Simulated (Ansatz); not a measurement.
**TaO2: bonding charge in real space**

For TaO2 at its listed geometry, this session asks how the density differs from that of free atoms, which states sit where, how compression changes the bonding charge and how the density follows a moved atom.

Program: Ansatz 0.2.0. Level of theory: DFT r2SCAN, scalar-relativistic, plane waves, PAW. These are calculated values, not measurements.

### 1 Starting point

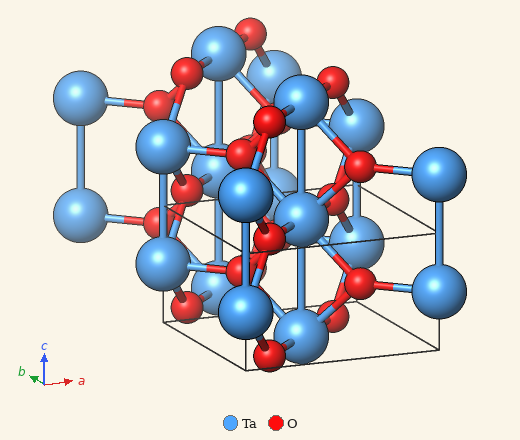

Start, viewed slightly off an axis; tantalum blue, oxygen red. 1×2×2 cells are drawn. Atoms on the faces are drawn again on the opposite ones.

As a file:

```cif
data_structure
_symmetry_space_group_name_H-M 'P4_2/mnm'
_symmetry_Int_Tables_number 136
_cell_length_a 5.0071
_cell_length_b 5.0071
_cell_length_c 2.8761
_cell_angle_alpha 90.000
_cell_angle_beta 90.000
_cell_angle_gamma 90.000
_cell_volume 72.11
loop_
_atom_site_label
_atom_site_type_symbol
_atom_site_symmetry_multiplicity
_atom_site_Wyckoff_symbol
_atom_site_fract_x
_atom_site_fract_y
_atom_site_fract_z
_atom_site_occupancy
Ta1 Ta 2 b 0.00000 0.00000 0.50000 1
O1 O 4 f 0.71472 0.28528 0.50000 1
```

The structure comes from the Materials Project (structure only).

### 2 The base run

input.yaml reads:

```yaml
crystal:
  lattice:
    - [5.007146, 0.0, 0.0]
    - [0.0, 5.007146, 0.0]
    - [0.0, 0.0, 2.876101]
  atoms:
    - { symbol: Ta, position: [0.0, 0.0, 0.5] }
    - { symbol: Ta, position: [0.5, 0.5, 0.0] }
    - { symbol: O, position: [0.714724, 0.285276, 0.5] }
    - { symbol: O, position: [0.285276, 0.714724, 0.5] }
    - { symbol: O, position: [0.214724, 0.214724, 0.0] }
    - { symbol: O, position: [0.785276, 0.785276, 0.0] }
basis:
  ecutwfc: 500
  fft_grid_basis: typed
kpoints:
  mp_grid: { grid: [6, 6, 10] }
hamiltonian:
  xc: r2scan
scf:
  occupations: { method: gaussian, width: 0.05 }
output:
  forces: true
  stress: true
  eigenvalues: true
  bader: true
  write_density: true
  volumetric_format: npy
  elf: true
```

Run with:

```bash
$ ansatz run input.yaml --threads 2 --pin off --max-ram 4096MiB --backend cpu --events-out ev --progress --plain --runs-dir out
```

Log (excerpt; [...] marks lines left out):

```text
Warning: RAYON_NUM_THREADS=2 ignored (pool sized by the plan → 2); use --threads N
[...]
Pseudopotentials: kind: paw
Pseudopotential: Ta, paw, valence charge 13, recommended cutoff 500 eV (meta_gga), Ta.paw.azcp
Pseudopotential: O, paw, valence charge 6, recommended cutoff 500 eV (meta_gga), O.paw.azcp
Functional definition: r2SCAN
[...]
Crystal: 6 atoms, lattice volume = 72.108 Å³
Basis set: ecut = 500 eV, 1815 PW (Γ), exchange–correlation on 160×160×96 points (64 copies of the dense FFT grid, shifted against one another)
Bands: 31, of which v1, the nominal top of the filled ones, is band 25 counted from 1 (24 counted from 0)
Symmetry: 16 space group operations
Space group: P42/mnm (ITA 136), of the structure as read, at distance tolerance 4.2e-5 Å
k-points: 60 of 360
[...]
SCF iter   1: F=—  HF=-22169.262902 eV  |F-HF|=—  |Δ(HF+E_count)|=         —  Δρ=1.20e-2  dr2=1.07e-1  dr2_τ=3.40e-1  ethr=1.77e-3  ⟨swp⟩=6.0  Hψ=8052  notcnv=0  defer=2
[...]
SCF iter   7: F=-22169.360960 eV  HF=-22169.360960 eV  |F-HF|=9.28e-10  |Δ(HF+E_count)|=   5.06e-8  Δρ=1.90e-6  dr2=1.73e-9  dr2_τ=3.11e-10  ethr=9.78e-11  ⟨swp⟩=2.6  Hψ=6668  notcnv=0
[...]
SCF converged after 7 iterations
Free energy (F): -22169.360960 eV
[...]
E sigma→0 (E₀):  -22169.359875 eV
Entropy (-TS):   -0.002170 eV (-0.362 meV/atom)
Fermi energy:    13.287725 eV
[...]
--- Forces (eV/Å), atoms counted from 1 ---
  atom   1  Ta     0.00000000    -0.00000000     0.00000000
  atom   2  Ta     0.00000000     0.00000000     0.00000000
  atom   3  O     -0.08039209     0.08039209     0.00000000
  atom   4  O      0.08039209    -0.08039209     0.00000000
  atom   5  O     -0.08039209    -0.08039209     0.00000000
  atom   6  O      0.08039209     0.08039209     0.00000000
[...]
--- Stress (GPa, compression-positive) ---
       -7.306910       0.000000       0.000000
        0.000000      -7.306910       0.000000
        0.000000       0.000000      -5.967150
  P = ⅓ Tr σ = -6.8603 GPa (-68.603 kbar)
--- Band table (eV; the first three rows and the last of 60) ---
[...]
--- Bader charges: 6 sites ---
  site symbol  charge [e]  shift [e]
     0     Ta      2.5856     0.0035
     1     Ta      2.5856     0.0035
     2      O     -1.2928     0.0018
     3      O     -1.2928     0.0018
     4      O     -1.2928     0.0018
     5      O     -1.2928     0.0018
  estimated error of the sums over rays = 5.0e-4 e
```

Wall time 36 s (2 threads of Arm Neoverse V2, shared host); peak memory 0.57 GiB.

### 3 The fields of the base run

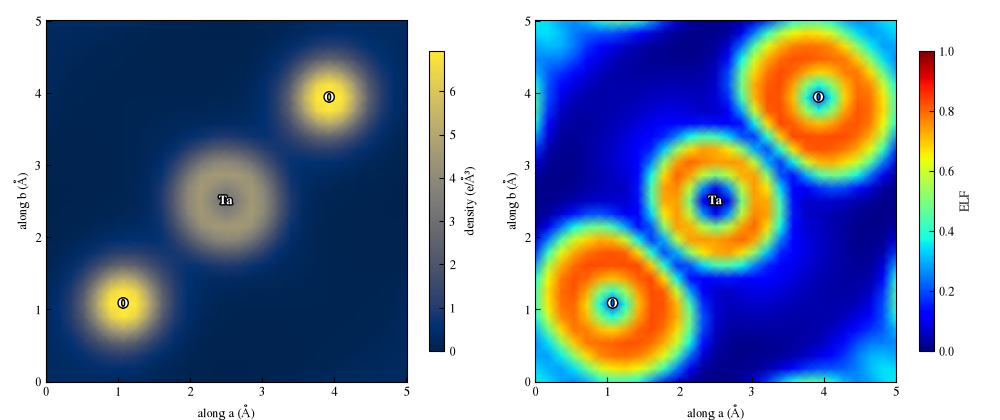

Density (left) and ELF (right) in a lattice plane of the grid's cell (edges 5.01 and 5.01 Å, at 0.000 of the third edge), which holds Ta and O. Only atoms in the plane are labelled. Both are smooth fields of the valence electrons: close to the nuclei they are not physical.

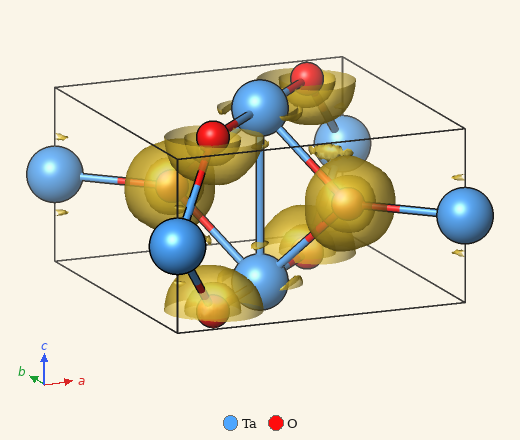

Surface of ELF = 0.78, drawn in one cell.

Outside the cores ELF peaks at 0.84 in the shell around O, 0.6 Å from O.

The reference for the deformation density is the superposition of neutral spherical atoms (taken from a run stopped after its first cycle, not shown).

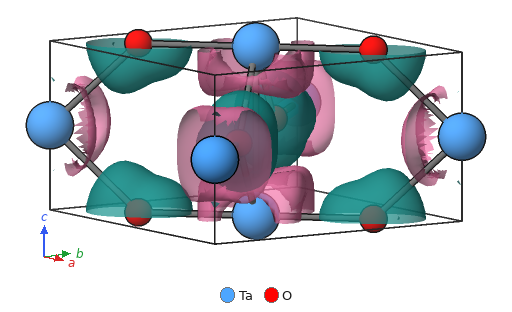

Deformation density (self-consistent density less superposed neutral spherical atoms): teal surfaces at +0.1 and pink ones at −0.1 e/Å³, in the conventional cell seen at an oblique angle (the regions close to the nuclei are left out).

*What does the deformation density say about the bonding?*

O–Ta (2.02 Å): Δρ is +0.03 e/Å³ at the midpoint.
Ta–Ta (2.88 Å): Δρ is +0.04 e/Å³ at the midpoint.
O–Ta (2.09 Å): Δρ is −0.007 e/Å³ at the midpoint: little charge gathers at the midpoint.
Outside the cores the largest gain is 0.29 e/Å³, at the edge of the O core regions, and the largest loss 0.13 e/Å³, at the edge of the Ta core regions.
The rearranged charge, half the integral of |Δρ|, is about 0.33 e an atom.
Bader charges: Ta +2.59 and O −1.29 e.

*Does the calculation give a gap?*

It is metallic at this level of theory.

### 4 Densities by energy window

The windows are set from the levels of the base run, in eV from its Fermi level.

Changes to input.yaml since step 2:

```diff
@@ -21,9 +21,26 @@
   occupations: { method: gaussian, width: 0.05 }
+  n_extra_bands: 6
 output:
   forces: true
-  stress: true
+  stress: false
   eigenvalues: true
-  bader: true
-  write_density: true
+  bader: false
+  write_density: false
   volumetric_format: npy
-  elf: true
+  band_densities:
+    - { e_range: [-0.25, 0.25] }
+    - { e_range: [-1.2, 0.0] }
+    - { e_range: [0.0, 1.2] }
+    - { e_range: [-9.76, -3.49] }
+    - { e_range: [-22.48, -20.48] }
+  dos:
+    e_range: [-30, 8]
+    de: 0.02
+    method: { smearing: { sigma: 0.03, scheme: gaussian } }
+    projected: { site_lists: { O: [O], Ta: [Ta] } }
+checkpoint:
+  read: start.run
+  write: ck
+  compress: false
+  write_wavefunctions: false
+  write_every: 100000
```

Run with:

```bash
$ ansatz run input.yaml --threads 2 --pin off --max-ram 4096MiB --backend cpu --events-out ev --progress --plain --runs-dir out
```

Log (excerpt; [...] marks lines left out):

```text
Warning: RAYON_NUM_THREADS=2 ignored (pool sized by the plan → 2); use --threads N
scf.n_extra_bands = 6 over 25 filled bands (N_el = 50.0): the run solves 31 bands
[...]
[... 4 set-up lines as earlier in the session ...]
[...]
Crystal: 6 atoms, lattice volume = 72.108 Å³
Basis set: ecut = 500 eV, 1815 PW (Γ), exchange–correlation on 160×160×96 points (64 copies of the dense FFT grid, shifted against one another)
Bands: 31, of which v1, the nominal top of the filled ones, is band 25 counted from 1 (24 counted from 0)
[... 2 set-up lines as earlier in the session ...]
k-points: 60 of 360
[...]
Fermi energy:    13.287719 eV
[...]
--- Forces (eV/Å), atoms counted from 1 ---
  atom   1  Ta     0.00000000    -0.00000000     0.00000000
  atom   2  Ta     0.00000000     0.00000000     0.00000000
  atom   3  O     -0.08039059     0.08039059     0.00000000
  atom   4  O      0.08039059    -0.08039059     0.00000000
  atom   5  O     -0.08039059    -0.08039059     0.00000000
  atom   6  O      0.08039059     0.08039059     0.00000000
[...]
--- Band table (eV; the first three rows and the last of 60) ---
[...]
--- Band densities, each state counted as filled ---
  window                                       electrons  max residual (eV)  cut levels
  e_range: [-0.25, 0.25]                        1.322222             2.4e-4           0
  e_range: [-1.2, 0]                            1.655556             2.5e-6           0
  e_range: [0, 1.2]                             2.527778             2.4e-4           0
  e_range: [-9.76, -3.49]                      24.000000             2.3e-6           0
  e_range: [-22.48, -20.48]                     8.000000             2.3e-6           0
```

Run time: 6.5 s. Hardware: 2 threads of Arm Neoverse V2, shared host; peak memory 0.57 GiB.

| window (eV from the Fermi level) | what it holds | electrons a cell | main Löwdin character |
| --- | --- | --- | --- |
| −22.5 to −20.5 eV | a separate group of bands (semicore or deep states) | 8.00 | O 2s (85 %) and Ta 5d (10 %) |
| −9.8 to −3.5 eV | a separate group of bands | 24.00 | O 2p (80 %) and Ta 5d (15 %) |
| −1.2 to 0.0 eV | the filled states just under the Fermi level | 1.66 | Ta 5d (80 %) and O 2p (15 %) |
| −0.25 to +0.25 eV | the states at the Fermi level | 1.32 | Ta 5d (85 %) and O 2p (15 %) |
| 0.0 to +1.2 eV | the empty states just over the Fermi level | 2.53 | Ta 5d (85 %) and O 2p (15 %) |

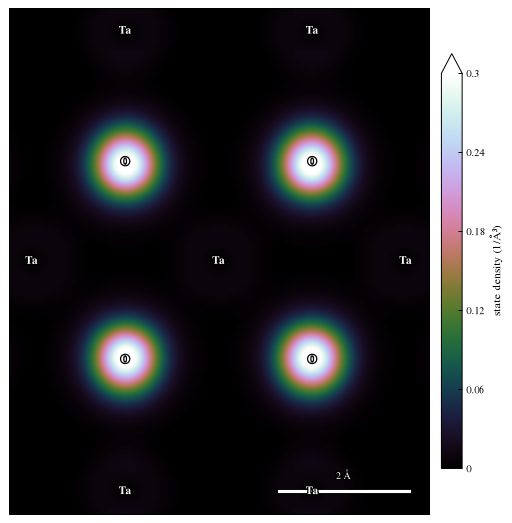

Density of the Kohn–Sham states from −22.5 to −20.5 eV about the Fermi level (a separate group of bands (semicore or deep states)), scaled to one electron a cell: a map on the (11̄0) plane of the conventional cell.

*Describe these states.*

- Löwdin projections on the PAW files' atomic orbitals give O 2s (85 %) and Ta 5d (10 %).
- In space (atomic cells sized by Bader volumes) the density divides as O about 95 % and Ta little.
- It nearly vanishes midway along Ta–Ta contacts.
- The group holds 8 electrons' worth of states (spin counted) in the cell of the calculation (6 atoms).
- The states are tightly held on the atoms.

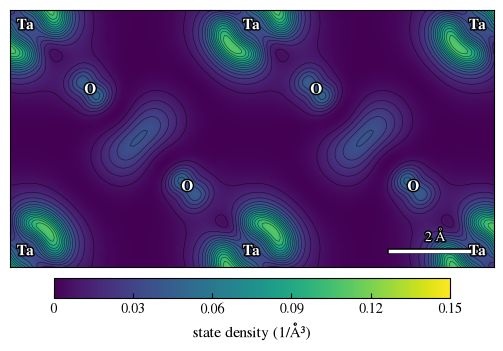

Density of the Kohn–Sham states from −0.25 to +0.25 eV about the Fermi level (the states at the Fermi level), scaled to one electron a cell: a map on the (001) plane of the conventional cell.

*What is the character of these states?*

Löwdin projections on the PAW files' atomic orbitals give Ta 5d (85 %) and O 2p (15 %). In space (atomic cells sized by Bader volumes) the density divides as Ta about 60 % and O about 40 %. The two measures cut space differently, so they differ for states that reach between the atoms.

### 5 The cell at 94 % of its volume

Fractional coordinates and the k mesh are kept.

Changes to input.yaml since step 2:

```diff
@@ -2,5 +2,5 @@
   lattice:
-    - [5.007146, 0.0, 0.0]
-    - [0.0, 5.007146, 0.0]
-    - [0.0, 0.0, 2.876101]
+    - [4.9049306659, 0.0, 0.0]
+    - [0.0, 4.9049306659, 0.0]
+    - [0.0, 0.0, 2.8173885869]
   atoms:
```

Run with:

```bash
$ ansatz run input.yaml --threads 2 --pin off --max-ram 4096MiB --backend cpu --events-out ev --progress --plain --runs-dir out
```

Log (excerpt; [...] marks lines left out):

```text
Warning: RAYON_NUM_THREADS=2 ignored (pool sized by the plan → 2); use --threads N
[...]
[... 4 set-up lines as earlier in the session ...]
[...]
Crystal: 6 atoms, lattice volume = 67.782 Å³
Basis set: ecut = 500 eV, 1707 PW (Γ), exchange–correlation on 144×144×96 points (64 copies of the dense FFT grid, shifted against one another)
Bands: 31, of which v1, the nominal top of the filled ones, is band 25 counted from 1 (24 counted from 0)
[... 1 set-up line as earlier in the session ...]
Space group: P42/mnm (ITA 136), of the structure as read, at distance tolerance 4.1e-5 Å
k-points: 60 of 360
[...]
Entropy (-TS):   -0.001366 eV (-0.228 meV/atom)
Fermi energy:    14.468572 eV
[...]
--- Forces (eV/Å), atoms counted from 1 ---
  atom   1  Ta     0.00000000    -0.00000000     0.00000000
  atom   2  Ta     0.00000000     0.00000000     0.00000000
  atom   3  O      0.01343790    -0.01343790     0.00000000
  atom   4  O     -0.01343790     0.01343790     0.00000000
  atom   5  O      0.01343790     0.01343790     0.00000000
  atom   6  O     -0.01343790    -0.01343790     0.00000000
[...]
--- Stress (GPa, compression-positive) ---
       10.506417       0.000000       0.000000
        0.000000      10.506417       0.000000
        0.000000       0.000000      11.786057
  P = ⅓ Tr σ = 10.9330 GPa (109.330 kbar)
--- Band table (eV; the first three rows and the last of 60) ---
[...]
--- Bader charges: 6 sites ---
  site symbol  charge [e]  shift [e]
     0     Ta      2.5918     0.0051
     1     Ta      2.5918     0.0051
     2      O     -1.2959     0.0026
     3      O     -1.2959     0.0026
     4      O     -1.2959     0.0026
     5      O     -1.2959     0.0026
  estimated error of the sums over rays = 2.6e-4 e
```

It took 36 s on 2 threads of Arm Neoverse V2, shared host; peak memory 0.54 GiB.

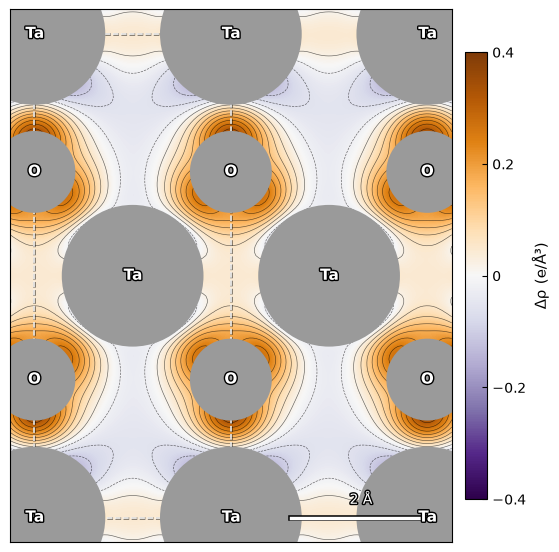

Bonding charge density, ρ(crystal) − Σ ρ(neutral atoms): a map on the (110) plane of the conventional cell, with grey discs over the atomic cores.

*What does the deformation density say about the bonding?*

O–Ta (1.98 Å): Δρ is +0.03 e/Å³ at the midpoint. Ta–Ta (2.82 Å): Δρ is +0.05 e/Å³ at the midpoint. O–Ta (2.05 Å): Δρ is −0.01 e/Å³ at the midpoint, so little bond charge builds up halfway. Outside the cores the largest gain is 0.31 e/Å³, at the edge of the O core regions, and the largest loss 0.14 e/Å³, at the edge of the Ta core regions. The rearranged charge, half the integral of |Δρ|, is about 0.33 e an atom. Bader charges: Ta +2.59 and O −1.30 e.

### 6 Moving O6 by 0.05 Å

The shift is (-0.045, 0.021, 0.003) Å; all periodic copies of the atom move with it.

Changes to input.yaml since step 2:

```diff
@@ -11,3 +11,3 @@
     - { symbol: O, position: [0.214724, 0.214724, 0.0] }
-    - { symbol: O, position: [0.785276, 0.785276, 0.0] }
+    - { symbol: O, position: [0.7762086004, 0.7894228716, 0.0009543386] }
 basis:
@@ -28,2 +28 @@
   volumetric_format: npy
-  elf: true
```

Run with:

```bash
$ ansatz run input.yaml --threads 2 --pin off --max-ram 4096MiB --backend cpu --events-out ev --progress --plain --runs-dir out
```

Log (excerpt; [...] marks lines left out):

```text
Warning: RAYON_NUM_THREADS=2 ignored (pool sized by the plan → 2); use --threads N
[...]
[... 4 set-up lines as earlier in the session ...]
[...]
Crystal: 6 atoms, lattice volume = 72.108 Å³
Basis set: ecut = 500 eV, 1815 PW (Γ), exchange–correlation on 160×160×96 points (64 copies of the dense FFT grid, shifted against one another)
Bands: 31, of which v1, the nominal top of the filled ones, is band 25 counted from 1 (24 counted from 0)
Symmetry: 1 space group operations
Space group: P1 (ITA 1), of the structure as read, at distance tolerance 4.2e-5 Å
k-points: 184 of 360 (time reversal used)
[...]
Entropy (-TS):   -0.002885 eV (-0.481 meV/atom)
Fermi energy:    13.282736 eV
[...]
--- Forces (eV/Å), atoms counted from 1 ---
  atom   1  Ta    -0.14188933    -0.09210283     0.00883088
  atom   2  Ta    -0.03261692    -0.02011105    -0.00168286
  atom   3  O     -0.06658061     0.16413541     0.00339762
  atom   4  O     -0.11543428    -0.08227123     0.00339450
  atom   5  O     -0.12283140    -0.09830401     0.00682759
  atom   6  O      0.47934517     0.12864448    -0.02076222
[...]
--- Stress (GPa, compression-positive) ---
       -7.404712       0.153468       0.040791
        0.153467      -7.079267       0.041511
        0.040790       0.041511      -6.278530
  P = ⅓ Tr σ = -6.9208 GPa (-69.208 kbar)
--- Band table (eV; the first three rows and the last of 184) ---
[...]
--- Bader charges: 6 sites ---
  site symbol  charge [e]  shift [e]
     0     Ta      2.5762     0.0034
     1     Ta      2.5917     0.0036
     2      O     -1.2926     0.0018
     3      O     -1.2925     0.0017
     4      O     -1.2924     0.0018
     5      O     -1.2904     0.0017
  estimated error of the sums over rays = 5.2e-4 e
```

Wall time 68 s (2 threads of Arm Neoverse V2, shared host); peak memory 0.7 GiB.

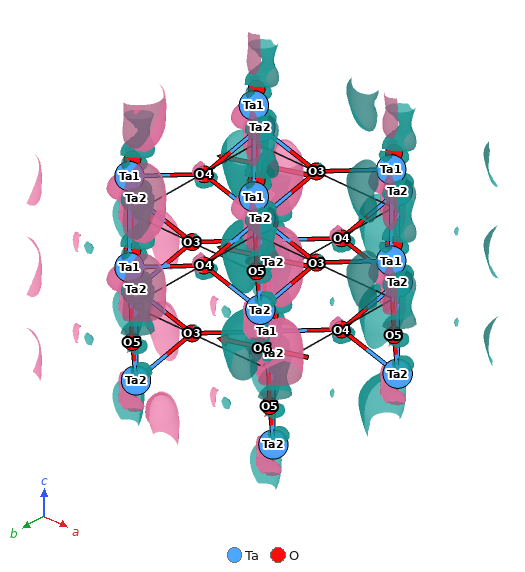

O6 was moved by 0.05 Å along [−2 1 0] (arrow, not to scale). Change of the density less the rigid motion of the neutral atom's own density: teal surfaces at +0.004 and pink ones at −0.004 e/Å³, in the cell of the calculation (origin moved) seen at an oblique angle.

*Describe the electronic response.*

About 0.05 e is rearranged in the cell. The largest gain outside the cores, 0.03 e/Å³, lies at the edge of the O core regions, and the largest loss, 0.02 e/Å³, 1.4 Å from a Ta nucleus.

*How strongly is the atom pulled back?*

The force on it changes by 0.34 eV/Å along the move, against it: a stiffness of about 6.9 eV/Å² for this sublattice shift.

### 7 Summary of results

| quantity | value |
| --- | --- |
| gap on the mesh | none (metal) |
| pressure | -6.9 GPa |
| Bader charges | Ta +2.59, O -1.29 e |
| the states at the Fermi level | Ta 5d (85 %) and O 2p (15 %) |
| at 94 % volume | 10.9 GPa, gap none (metal), Bader Ta +2.59, O -1.30 e |
| stiffness against the shift of O6 | 6.9 eV/Å² |

In words: O–Ta goes from 2.02 to 1.98 Å with the volume, and the deformation density at its midpoint stays at +0.03 e/Å³. Spin-orbit coupling is left out for Ta.
